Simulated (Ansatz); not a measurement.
# Phonons of KTaO3 (Pm-3m) against volume, part 2 of 3

Aim: how do the optical modes of KTaO3 (Pm-3m) move with volume?

Ansatz 0.2.0; DFT LDA, scalar-relativistic, plane waves, PAW; PAW set soft_1.

So far. Step 3 (Tight relaxation): The forces vanish by symmetry and the pressure is -0.002 GPa, within the tolerances set. The cell now holds 12.34 Å³/atom.

## Step 4: Modes at rest

The modes at rest are the reference of the series, and the response to a field gives the dielectric tensor and the Born charges.

input.yaml

```yaml
crystal:
  lattice:
    - [3.9513564055, 0.0, 0.0]
    - [0.0, 3.9513564055, 0.0]
    - [0.0, 0.0, 3.9513564055]
  atoms:
    - { symbol: O, position: [0.5, 0.0, 0.0] }
    - { symbol: O, position: [0.0, 0.5, 0.0] }
    - { symbol: O, position: [0.0, 0.0, 0.5] }
    - { symbol: K, position: [0.5, 0.5, 0.5] }
    - { symbol: Ta, position: [0.0, 0.0, 0.0] }
kpoints:
  mp_grid: { grid: [8, 8, 8] }
hamiltonian:
  xc: lda
  pseudopotentials: { kind: paw, azcp: { folder: soft_1 }, xc_functional: pbe }
scf:
  occupations: { method: fixed }
output:
  eigenvalues: true
phonons:
  method: dfpt
  dielectric: true
  rigid_motions: translations
  raman: true
```

Started as:

```
ansatz run input.yaml --threads 8 --pin off --max-ram 16384MiB --backend cpu --events-out ev --progress --plain --runs-dir out
```

Numbers of over 12 decimals in the logs are rounded to 6 here.

The log of the run:

```text
[...]
Crystal: 5 atoms, lattice volume = 61.693 Å³
Basis set: ecut = 420 eV, 1213 PW (Γ), exchange–correlation on 54×54×54 points (8 copies of the dense FFT grid, shifted against one another)
Bands: 25, of which v1, the nominal top of the filled ones, is band 20 counted from 1 (19 counted from 0)
Symmetry: 48 space group operations
k-points: 170 of 512 (irreducible under 2 space group operations, time reversal used)
[...]
SCF iter   1: F=—  HF=-12852.325017 eV  |F-HF|=—  |Δ(HF+E_count)|=         —  Δρ=5.52e-2  dr2=1.63e0  ethr=3.10e-3  ⟨swp⟩=4.3  Hψ=18056  notcnv=0  defer=454
[...]
SCF iter   9: F=-12851.822828 eV  HF=-12851.822828 eV  |F-HF|=1.82e-12  |Δ(HF+E_count)|=  2.35e-10  Δρ=2.52e-7  dr2=2.13e-11  ethr=1.00e-12  ⟨swp⟩=13.2  Hψ=27131  notcnv=0
SCF 1 converged in 9 iterations: F = -12851.822828 eV  dr2 = 2.13e-11
[...]
DFPT response loops at Γ: preconditioner auto → none (the input reference at scf.mixing.eps_inf says where Resta's filter doesn't serve); β = 0.50; Broyden in place of MSR1
── the response to a field inside a basis, on 8×8×8 k-points: an SCF that follows is theirs, and a resumed run solves both again ──
Bands: 21, of which v1, the nominal top of the filled ones, is band 20 counted from 1 (19 counted from 0)
k-points: 20
[...]
Eigensolver: Dense (20 Hₖ)
SCF iter   1: F=—  HF=-12851.822814 eV  |F-HF|=—  |Δ(HF+E_count)|=         —  Δρ=4.59e-4  dr2=2.29e-5  ethr=1.00e-1
[...]
SCF iter   6: F=-12851.822805 eV  HF=-12851.822805 eV  |F-HF|=1.46e-11  |Δ(HF+E_count)|=  3.07e-10  Δρ=1.90e-7  dr2=2.45e-11  ethr=2.09e-12
SCF 1 converged in 6 iterations: F = -12851.822805 eV  dr2 = 2.45e-11
[...]
SCF converged after 9 iterations
Free energy (F): -12851.822828 eV
[...]
Internal energy: -12851.822828 eV  (E = F + TS)
E sigma→0 (E₀):  -12851.822828 eV
Fermi energy:    8.725308 eV
[...]
--- Band table (eV; the first three rows and the last of 170) ---
  k-point 0: bands = [... 16 lower, 7.6053, 8.1114, 8.1114, 8.1114, 10.8631, 10.8631, 10.8631, 15.3260, ... 1 higher]
  k-point 1: bands = [... 16 lower, 7.5239, 7.6382, 8.0255, 8.0255, 10.8881, 11.3773, 11.3773, 15.6116, ... 1 higher]
  k-point 2: bands = [... 16 lower, 6.9904, 7.3379, 7.9420, 7.9420, 10.9498, 12.4449, 12.4449, 15.9098, ... 1 higher]
  k-point 169: bands = [... 16 lower, 4.7068, 8.7253, 8.7253, 8.7253, 15.4137, 15.4137, 15.4137, 17.5379, ... 1 higher]
--- Phonons (Γ-DFPT): 4 representative perturbations + reference, on 170 of 512 k-points (Σ response iterations 12) ---
  k mesh reduced under 2 symmetry operations, with k and −k counted as one. Each operation leaves every solved perturbation unchanged. A smaller set is not considered because the run solves the response to a homogeneous field
  ASR residual: 2.472e-4 → 0.000e0 eV/Å²; symmetrization residual: 4.369e-6 eV/Å²
  ASR residual per site (eV/Å²): 2.89e-5 2.89e-5 2.89e-5 3.04e-5 2.47e-4
  Γ frequencies (cm⁻¹): 0.00 0.00 0.00 102.45 102.45 102.45 181.29 181.29 181.29 247.70 247.70 247.70 555.59 555.59 555.59
  ε∞ (high-frequency dielectric tensor):
        5.434421     0.000000     0.000000
        0.000000     5.434421     0.000000
        0.000000     0.000000     5.434421
  ε⁰ (static dielectric tensor: ions relaxed, cell fixed):
      161.824988    -0.000000    -0.000000
       -0.000000   161.824988     0.000000
       -0.000000     0.000000   161.824988
  ε⁰ − ε∞ (ionic part):
      156.390567    -0.000000    -0.000000
       -0.000000   156.390567     0.000000
       -0.000000     0.000000   156.390567
  softest optical mode at Γ: 102.45 cm⁻¹; the repairs (sum rule, projections) moved no ω² at Γ by more than (1.27 cm⁻¹)²
  Born effective charges Z* (e; rows j = field, columns β = displacement):
    site 0:
        -6.49956   -0.00000   -0.00000
        -0.00000   -1.68593    0.00000
         0.00000    0.00000   -1.68593
    site 1:
        -1.68593    0.00000    0.00000
         0.00000   -6.49956    0.00000
         0.00000    0.00000   -1.68593
    site 2:
        -1.68593    0.00000   -0.00000
        -0.00000   -1.68593    0.00000
         0.00000    0.00000   -6.49956
    site 3:
         1.15233    0.00000   -0.00000
         0.00000    1.15233    0.00000
        -0.00000    0.00000    1.15233
    site 4:
         8.71908   -0.00000   -0.00000
         0.00000    8.71908    0.00000
         0.00000    0.00000    8.71908
  Z* charge neutrality: 1.847e-4 e pre-enforcement
  solved inside a basis spanned on kpoints, on 8×8×8 k-points transformed towards the longest dipole: ε∞ is read to err by 1.4e-2, Z* by 2.9e-2 e (field_mesh: kpoints solves on kpoints); Z* is corrected for what the basis lacks
  Raman tensors (in the event stream and the table raman_tensors.tsv): an entry may err by 9.7e-4 Å², one of the second-order susceptibility by 1.4e-19 pm/V (basis, points and sum rule); their sum over the sites missed zero by 2.612e-21 Å² ahead of its enforcement
  optical modes at Γ without the LO–TO term, one row a degenerate level:
      ω (cm⁻¹)  modes    IR ((D/Å)²/amu)  static Raman (Å⁴/amu)  depolarisation
        102.45      3           134.0250                 0.0000               —
        181.29      3            17.0051                 0.0000               —
        247.70      3             0.0000                 0.0000               —
        555.59      3            87.7415                 0.0000               —
  optical modes at Γ + LO–TO along q̂ = [1.0000, 0.0000, 0.0000]:
      ω (cm⁻¹)  modes    IR ((D/Å)²/amu)  static Raman (Å⁴/amu)  depolarisation
        102.45      2            89.3500                 0.0000               —
        173.38      1             0.0295                 0.0000               —
        181.29      2            11.3368                 0.0000               —
        247.70      3             0.0000                 0.0000               —
        396.43      1             6.6465                 0.0000               —
        555.59      2            58.4943                 0.0000               —
        819.24      1            72.9145                 0.0000               —
  optical modes at Γ + LO–TO along q̂ = [0.0000, 1.0000, 0.0000]:
      ω (cm⁻¹)  modes    IR ((D/Å)²/amu)  static Raman (Å⁴/amu)  depolarisation
        102.45      2            89.3500                 0.0000               —
        173.38      1             0.0295                 0.0000               —
        181.29      2            11.3368                 0.0000               —
        247.70      3             0.0000                 0.0000               —
        396.43      1             6.6465                 0.0000               —
        555.59      2            58.4943                 0.0000               —
        819.24      1            72.9145                 0.0000               —
  optical modes at Γ + LO–TO along q̂ = [0.0000, 0.0000, 1.0000]:
      ω (cm⁻¹)  modes    IR ((D/Å)²/amu)  static Raman (Å⁴/amu)  depolarisation
        102.45      2            89.3500                 0.0000               —
        173.38      1             0.0295                 0.0000               —
        181.29      2            11.3368                 0.0000               —
        247.70      3             0.0000                 0.0000               —
        396.43      1             6.6465                 0.0000               —
        555.59      2            58.4943                 0.0000               —
        819.24      1            72.9145                 0.0000               —
```

The job ended after 1.7 min (8 threads of Arm Neoverse N1, shared host; peak memory 1.5 GiB; 12 min of CPU time).

This step gave:

- sum-rule residual before enforcement: 2.47e-4 eV/Å²
- miss of the charge sum rule: 1.85e-4 e
- estimated error of the dielectric tensor: 0.01438
- estimated error of the Born charges: 0.02862 e
- point group: m-3m
- highest optical mode at the zone centre (no LO-TO term): 555.6 cm⁻¹
- lowest optical zone-centre mode: 102.5 cm⁻¹
- mean high-frequency dielectric constant: 5.434
- largest Born charge (third of the trace): 8.719 e
- mean static dielectric constant: 161.8
- top of the zone-centre spectrum with the field: 819.2 cm⁻¹

Without the LO-TO term. Patterns of degenerate modes are one choice out of their space. Modes at Γ, with each element's share of the kinetic energy:

```csv
mode,frequency (cm⁻¹),symmetry,O %,K %,Ta %
1,0.0,acoustic,18,15,68
2,0.0,acoustic,18,15,68
3,0.0,acoustic,18,15,68
4,102.5,T1u,69,4,27
5,102.5,T1u,69,4,27
6,102.5,T1u,69,4,27
7,181.3,T1u,13,81,5
8,181.3,T1u,13,81,5
9,181.3,T1u,13,81,5
10,247.7,T2u,100,0,0
11,247.7,T2u,100,0,0
12,247.7,T2u,100,0,0
13,555.6,T1u,100,0,0
14,555.6,T1u,100,0,0
15,555.6,T1u,100,0,0
```

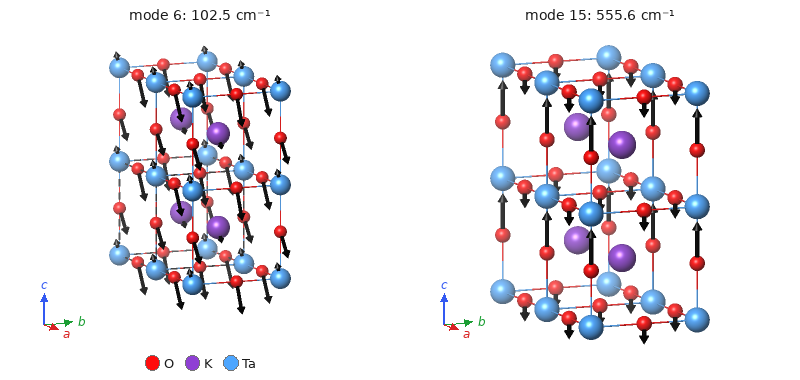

Displacement patterns of modes 6 and 15 at Γ; arrows are exaggerated. 2×1×2 cells are drawn. Some periodic images of atoms are drawn too.

Optical modes at the zone centre, without and with the macroscopic field of the longitudinal modes; each column is sorted by frequency, so a row need not hold one and the same mode. Modes with and without the field, by row:

```csv
rank among optical modes,no field (cm⁻¹),"q along (1, 0, 0) (cm⁻¹)"
1,102.5,102.5
2,102.5,102.5
3,102.5,173.4
4,181.3,181.3
5,181.3,181.3
6,181.3,247.7
7,247.7,247.7
8,247.7,247.7
9,247.7,396.4
10,555.6,555.6
11,555.6,555.6
12,555.6,819.2
```

Born charge (rows field, columns displacement) (e), principal values of the symmetric part by kind of site:

| atom | atoms with these values | low | middle | high | mean |
| --- | --- | --- | --- | --- | --- |
| O1 | 3 | -6.50 | -1.69 | -1.69 | -3.29 |
| K4 | 1 | 1.15 | 1.15 | 1.15 | 1.15 |
| Ta5 | 1 | 8.72 | 8.72 | 8.72 | 8.72 |

In full for O1:

```
-6.50  0.00  0.00
 0.00 -1.69  0.00
 0.00  0.00 -1.69
```

High-frequency dielectric tensor:

```
5.43 0.00 0.00
0.00 5.43 0.00
0.00 0.00 5.43
```

Static dielectric tensor (ions relaxed, fixed cell):

```
161.8   0.0   0.0
  0.0 161.8   0.0
  0.0   0.0 161.8
```

Transverse modes. Infrared lines, with heights relative to the strongest:

```
position (cm⁻¹)  label  relative intensity
            102    T1u                 100
            181    T1u                  13
            248    T2u                 0.0
            556    T1u                  65
```

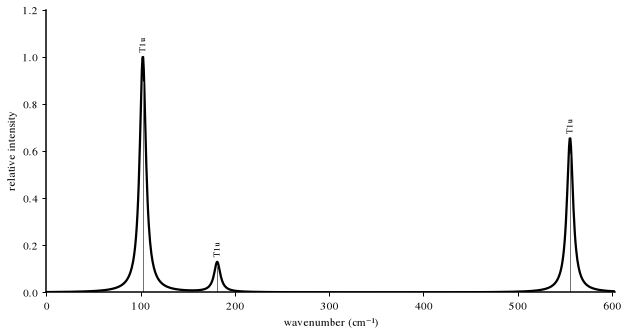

The infrared spectrum, broadened with Lorentzians of width 8 cm⁻¹; bars mark the lines.

Before it was imposed, the acoustic sum rule was missed by 2.5e-4 eV/Å² and the charge sum rule by 1.8e-4 e. Small misses are needed for a sound result but don't prove that mesh and cutoff are converged. The lowest optical mode is real, 102 cm⁻¹.

## Step 5: Ground state of a member: 1.06 times the volume at rest

The cell is set to 1.06 times the volume at rest; symmetry leaves nothing else free, so this is a single point.

input.yaml, the sections that differ from step 4:

```yaml
crystal:
  lattice:
    - [4.028853657, 0.0, 0.0]
    - [0.0, 4.028853657, 0.0]
    - [0.0, 0.0, 4.028853657]
  atoms:
    - { symbol: O, position: [0.5, 0.0, 0.0] }
    - { symbol: O, position: [0.0, 0.5, 0.0] }
    - { symbol: O, position: [0.0, 0.0, 0.5] }
    - { symbol: K, position: [0.5, 0.5, 0.5] }
    - { symbol: Ta, position: [0.0, 0.0, 0.0] }
output:
  forces: true
  stress: true
  eigenvalues: true
# kpoints, hamiltonian, scf: as in step 4
# phonons: removed
```

The log of the run:

```text
[...]
Crystal: 5 atoms, lattice volume = 65.395 Å³
Basis set: ecut = 420 eV, 1309 PW (Γ)
Bands: 25, of which v1, the nominal top of the filled ones, is band 20 counted from 1 (19 counted from 0)
Symmetry: 48 space group operations
[...]
k-points: 35 of 512
[...]
SCF iter   1: F=—  HF=-12852.255478 eV  |F-HF|=—  |Δ(HF+E_count)|=         —  Δρ=5.42e-2  dr2=1.74e0  ethr=3.10e-3  ⟨swp⟩=4.3  Hψ=3701  notcnv=0  defer=86
[...]
SCF iter   8: F=-12851.686110 eV  HF=-12851.686110 eV  |F-HF|=5.77e-10  |Δ(HF+E_count)|=   6.88e-8  Δρ=2.67e-6  dr2=3.98e-9  ethr=2.50e-10  ⟨swp⟩=10.6  Hψ=4096  notcnv=0
SCF 1 converged in 8 iterations: F = -12851.686110 eV  dr2 = 3.98e-9
[...]
SCF converged after 8 iterations
Free energy (F): -12851.686110 eV
[...]
Internal energy: -12851.686110 eV  (E = F + TS)
E sigma→0 (E₀):  -12851.686110 eV
Fermi energy:    7.924891 eV
[...]
--- Stress (GPa, compression-positive) ---
      -11.203040       0.000000       0.000000
        0.000000     -11.203040       0.000000
        0.000000       0.000000     -11.203040
  P = ⅓ Tr σ = -11.2030 GPa (-112.030 kbar)
--- Band table (eV; the first three rows and the last of 35) ---
  k-point 0: bands = [... 16 lower, 6.8956, 7.2834, 7.2834, 7.2834, 9.9408, 9.9408, 9.9408, 14.0641, ... 1 higher]
  k-point 1: bands = [... 16 lower, 6.8241, 6.8582, 7.2033, 7.2033, 9.9621, 10.4161, 10.4161, 14.3252, ... 1 higher]
  k-point 2: bands = [... 16 lower, 6.2707, 6.6588, 7.1296, 7.1296, 10.0144, 11.3975, 11.3975, 14.4230, ... 1 higher]
  k-point 34: bands = [... 16 lower, 4.0857, 7.9249, 7.9249, 7.9249, 14.0888, 14.0888, 14.0888, 16.5687, ... 1 higher]
```

It took 1.2 s on 8 threads; peak memory 0.41 GiB.

Numbers from this step:

| Item | Value |
| --- | --- |
| pressure | -11.20 GPa |
| gap on the k-mesh | 2.016 eV |
| volume per atom | 13.08 Å³ |

The forces vanish by symmetry, at a pressure of -11.20 GPa.

## Step 6: Zone-centre modes of the member: 1.06 times the volume at rest

The zone-centre modes follow for 1.06 times the volume at rest, with the response to a field.

Edit input.yaml of step 5 so:

```diff
@@ -19,4 +19,6 @@
 output:
-  forces: true
-  stress: true
   eigenvalues: true
+phonons:
+  method: dfpt
+  dielectric: true
+  rigid_motions: translations
```

The log of the run:

```text
[...]
Crystal: 5 atoms, lattice volume = 65.395 Å³
Basis set: ecut = 420 eV, 1309 PW (Γ), exchange–correlation on 54×54×54 points (8 copies of the dense FFT grid, shifted against one another)
Bands: 25, of which v1, the nominal top of the filled ones, is band 20 counted from 1 (19 counted from 0)
Symmetry: 48 space group operations
k-points: 170 of 512 (irreducible under 2 space group operations, time reversal used)
[...]
SCF iter   1: F=—  HF=-12852.255578 eV  |F-HF|=—  |Δ(HF+E_count)|=         —  Δρ=5.42e-2  dr2=1.74e0  ethr=3.10e-3  ⟨swp⟩=4.3  Hψ=18050  notcnv=0  defer=440
[...]
SCF iter   9: F=-12851.686112 eV  HF=-12851.686112 eV  |F-HF|=9.09e-12  |Δ(HF+E_count)|=  4.46e-10  Δρ=4.08e-7  dr2=6.40e-11  ethr=1.00e-12  ⟨swp⟩=11.8  Hψ=29371  notcnv=0
SCF 1 converged in 9 iterations: F = -12851.686112 eV  dr2 = 6.40e-11
[...]
Bands: 21, of which v1, the nominal top of the filled ones, is band 20 counted from 1 (19 counted from 0)
k-points: 20 of 512
[...]
Eigensolver: Dense (20 Hₖ)
SCF iter   1: F=—  HF=-12851.686023 eV  |F-HF|=—  |Δ(HF+E_count)|=         —  Δρ=4.64e-4  dr2=2.47e-5  ethr=1.00e-1
[...]
SCF iter   4: F=-12851.686014 eV  HF=-12851.686014 eV  |F-HF|=1.72e-8  |Δ(HF+E_count)|=   2.51e-7  Δρ=5.42e-6  dr2=2.61e-8  ethr=2.38e-9
SCF 1 converged in 4 iterations: F = -12851.686014 eV  dr2 = 2.61e-8
[...]
SCF converged after 9 iterations
Free energy (F): -12851.686112 eV
[...]
Internal energy: -12851.686112 eV  (E = F + TS)
E sigma→0 (E₀):  -12851.686112 eV
Fermi energy:    7.924846 eV
[...]
--- Band table (eV; the first three rows and the last of 170) ---
  k-point 0: bands = [... 16 lower, 6.8956, 7.2834, 7.2834, 7.2834, 9.9408, 9.9408, 9.9408, 14.0641, ... 1 higher]
  k-point 1: bands = [... 16 lower, 6.8241, 6.8582, 7.2032, 7.2032, 9.9620, 10.4161, 10.4161, 14.3251, ... 1 higher]
  k-point 2: bands = [... 16 lower, 6.2707, 6.6588, 7.1295, 7.1295, 10.0143, 11.3974, 11.3974, 14.4230, ... 1 higher]
  k-point 169: bands = [... 16 lower, 4.0856, 7.9248, 7.9248, 7.9248, 14.0888, 14.0888, 14.0888, 16.5687, ... 1 higher]
[...]
ASR residual: 2.177e-4 → 0.000e0 eV/Å²; symmetrization residual: 1.191e-5 eV/Å²
  ASR residual per site (eV/Å²): 1.23e-4 1.23e-4 1.23e-4 9.65e-5 2.18e-4
[...]
ε∞ (high-frequency dielectric tensor):
        5.560644    -0.000000     0.000000
       -0.000000     5.560644     0.000000
        0.000000     0.000000     5.560644
[...]
Born effective charges Z* (e; rows j = field, columns β = displacement):
    site 0:
        -6.59119   -0.00000    0.00000
        -0.00000   -1.66735    0.00000
        -0.00000    0.00000   -1.66735
    site 1:
        -1.66735    0.00000   -0.00000
         0.00000   -6.59119    0.00000
        -0.00000   -0.00000   -1.66735
    site 2:
        -1.66735    0.00000    0.00000
        -0.00000   -1.66735    0.00000
         0.00000    0.00000   -6.59119
    site 3:
         1.14537   -0.00000    0.00000
        -0.00000    1.14537    0.00000
        -0.00000    0.00000    1.14537
    site 4:
         8.78052    0.00000    0.00000
        -0.00000    8.78052    0.00000
        -0.00000    0.00000    8.78052
  Z* charge neutrality: 2.560e-3 e pre-enforcement
  solved inside a basis spanned on kpoints, on 8×8×8 k-points, its susceptibility summed on 12×12×12: ε∞ is read to err by 1.6e-2, Z* by 4.0e-2 e (field_mesh: kpoints solves on kpoints); Z* is corrected for what the basis lacks
  optical modes at Γ without the LO–TO term, one row a degenerate level:
      ω (cm⁻¹)  modes    IR ((D/Å)²/amu)
       -127.30      3           191.3374
        158.49      3             6.7088
        264.18      3             0.0000
        480.96      3            45.7585
  optical modes at Γ + LO–TO along q̂ = [1.0000, 0.0000, 0.0000]:
      ω (cm⁻¹)  modes    IR ((D/Å)²/amu)
       -127.30      2           127.5583
        153.23      1             0.0333
        158.49      2             4.4726
        264.18      3             0.0000
        398.58      1             5.6868
        480.96      2            30.5057
        731.13      1            75.5481
  optical modes at Γ + LO–TO along q̂ = [0.0000, 1.0000, 0.0000]:
      ω (cm⁻¹)  modes    IR ((D/Å)²/amu)
       -127.30      2           127.5583
        153.23      1             0.0333
        158.49      2             4.4726
        264.18      3             0.0000
        398.58      1             5.6868
        480.96      2            30.5057
        731.13      1            75.5481
  optical modes at Γ + LO–TO along q̂ = [0.0000, 0.0000, 1.0000]:
      ω (cm⁻¹)  modes    IR ((D/Å)²/amu)
       -127.30      2           127.5583
        153.23      1             0.0333
        158.49      2             4.4726
        264.18      3             0.0000
        398.58      1             5.6868
        480.96      2            30.5057
        731.13      1            75.5481
```

Run time: 53 s. Hardware: 8 threads; peak memory 1.3 GiB; 6.3 min of CPU time.

This step gave:

| Item | Value |
| --- | --- |
| sum-rule residual before enforcement | 2.18e-4 eV/Å² |
| miss of the charge sum rule | 0.002560 e |
| estimated error of the dielectric tensor | 0.01560 |
| estimated error of the Born charges | 0.03951 e |
| highest optical mode at the zone centre (no LO-TO term) | 481.0 cm⁻¹ |
| lowest optical zone-centre mode | -127.3 cm⁻¹ |
| mean high-frequency dielectric constant | 5.561 |
| largest Born charge (third of the trace) | 8.780 e |
| top of the zone-centre spectrum with the field | 731.1 cm⁻¹ |

Without the LO-TO term. Patterns of degenerate modes are one choice out of their space. The modes at Γ (shares of kinetic energy by element, %) (negative means imaginary):

```csv
mode,frequency (cm⁻¹),symmetry,O %,K %,Ta %
1,-127.3,T1u,76,1,23
2,-127.3,T1u,76,1,23
3,-127.3,T1u,76,1,23
4,0.0,acoustic,18,15,68
5,0.0,acoustic,18,15,68
6,0.0,acoustic,18,15,68
7,158.5,T1u,6,85,9
8,158.5,T1u,6,85,9
9,158.5,T1u,6,85,9
10,264.2,T2u,100,0,0
11,264.2,T2u,100,0,0
12,264.2,T2u,100,0,0
13,481.0,T1u,100,0,0
14,481.0,T1u,100,0,0
15,481.0,T1u,100,0,0
```

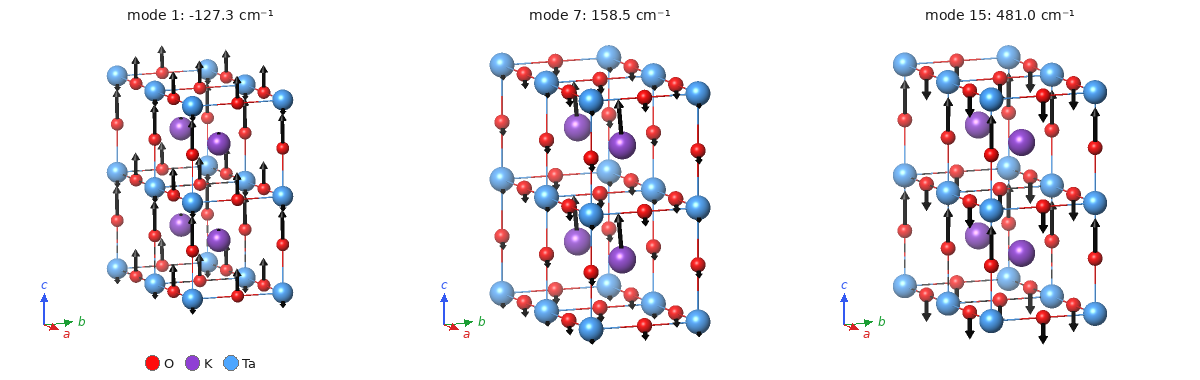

Displacement patterns of modes 1, 7 and 15 at Γ; arrows are exaggerated. 2×1×2 cells are drawn. Some periodic images of atoms are drawn too.

Transverse modes; imaginary modes are left out. Infrared lines, with heights relative to the strongest:

```
position (cm⁻¹)  label  relative intensity
            158    T1u                  15
            264    T2u                 0.0
            481    T1u                 100
```

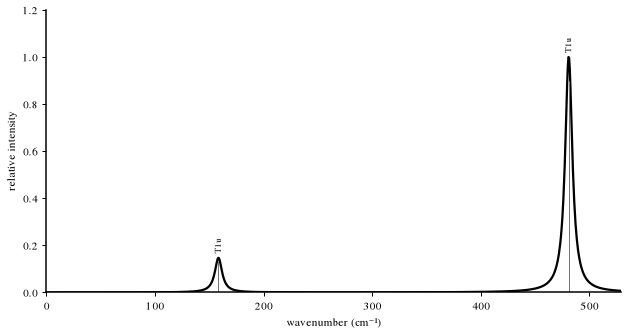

The infrared spectrum, broadened with Lorentzians of width 8 cm⁻¹; bars mark the lines.

Without the LO-TO term the lowest optical mode is imaginary, 127.3i cm⁻¹, so the energy falls along it, and the highest lies at 481.0 cm⁻¹.

Between step 4 and this run (volume ratio 1.06) the value for the mean high-frequency dielectric constant moves from 5.43 to 5.56 (+2 %).

(Continued in part 3 of 3.)

[Logs are printed without paths, hosts, clocks, repeated set-up lines and the standing remarks that a program may print on its own settings, such as how far it seeks lower states.]

[Hosts, paths, dates, database ids (printed as entryN), source tags and the programs' standing remarks are cut or masked in the printed files.]
